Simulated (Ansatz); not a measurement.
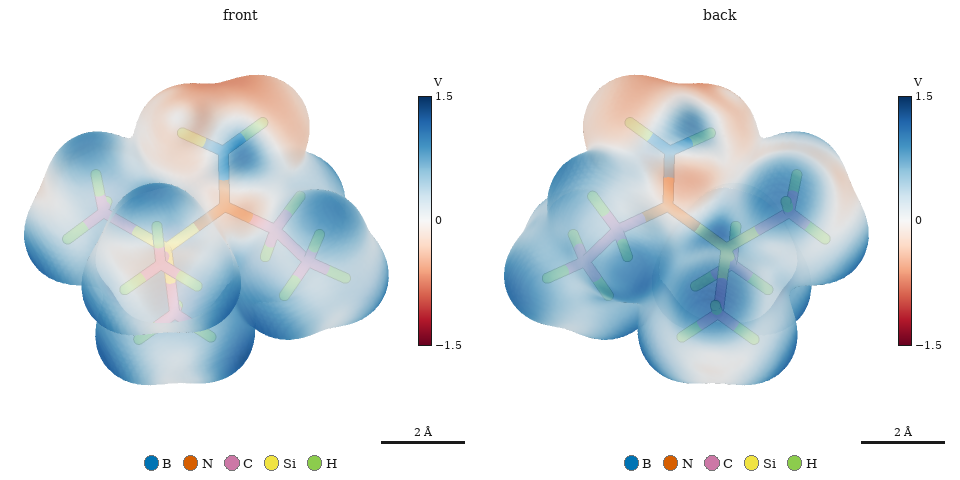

Figure 1: C5H16BNSi. The molecular electrostatic potential painted on the density surface at 0.004 e/bohr³, seen from the front and from behind; red is negative and blue positive.

Geometry: PBE0-D4/def2-TZVP.

All numbers below come from RKS PBE0-D4/def2-TZVPP (Ansatz 0.2.0).

```xyz
24

B     0.8414   -1.4374   -1.5306
N    -0.0034   -0.8762   -0.5765
C    -0.8909   -1.7302    0.2107
C    -0.3347   -2.0470    1.5868
Si    0.0867    0.8650   -0.2474
C     0.0870    1.8082   -1.8584
C    -1.4188    1.3683    0.7448
C     1.6431    1.2401    0.7167
H     0.8032   -2.6183   -1.7466
H     1.6074   -0.7342   -2.1300
H    -1.8712   -1.2539    0.3095
H    -1.0441   -2.6593   -0.3437
H    -1.0216   -2.6907    2.1420
H     0.6256   -2.5606    1.5005
H    -0.1775   -1.1393    2.1749
H    -0.8018    1.5714   -2.4486
H     0.0854    2.8845   -1.6629
H     0.9652    1.5764   -2.4634
H    -1.3713    2.4429    0.9436
H    -2.3454    1.1778    0.1970
H    -1.4838    0.8599    1.7094
H     2.5258    0.9295    0.1517
H     1.7327    2.3109    0.9203
H     1.6561    0.7119    1.6734
```

**Where is the surface potential most negative and most positive?**

The most negative region (about −0.6 V) lies over H9 and H10, the most positive (about +1.2 V) over the H and Si atoms.
